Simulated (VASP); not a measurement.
Shape and ions are relaxed at each volume.

Energy against volume of SnO2 (rutile). Level of theory: optB88-vdW, VASP's PBE PAW potentials (set 64) (plane waves; VASP 6.6.1).

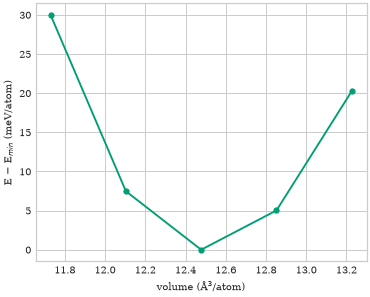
*Energy against volume*

**Question.** Estimate the equilibrium volume and the bulk modulus.

**Answer.** The minimum lies near 12.5 Å³/atom, and the curvature gives B0 of about 180 GPa.

The compound is SnO2 in the rutile structure. It was relaxed first.
